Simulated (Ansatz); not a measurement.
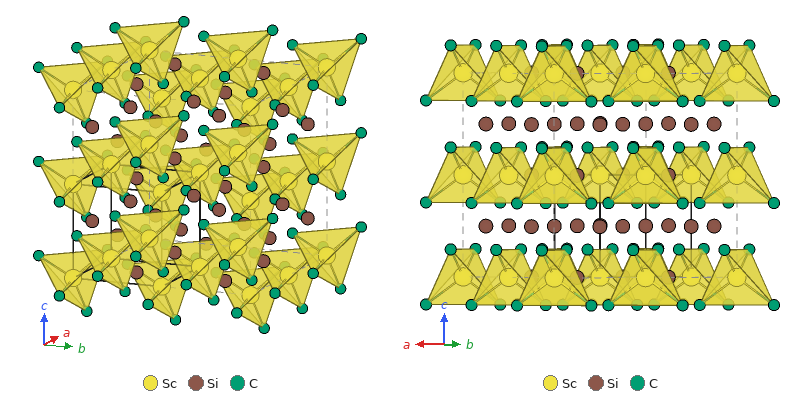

Polyhedra are drawn about Sc (bonds: C–Sc below 2.4 Å); other atoms are plain spheres. Two views of the same piece.

ScSi₃C₄ (space group P-43m, No. 215): the end point of a relaxation with DFT PBE, scalar-relativistic, plane waves, PAW (Ansatz 0.2.0); the starting structure was generated, so it need not be a known form of this composition.

Sharing among the drawn polyhedra:

| site | polyhedron | corner-sharing neighbours | edge-sharing | face-sharing | bond (Å) |
| --- | --- | --- | --- | --- | --- |
| Sc | ScC4 tetrahedron | 0 | 0 | 0 | 2.13 |

The tetrahedra are isolated from each other. Their corner atoms also have Si as close neighbours (those links are not drawn).
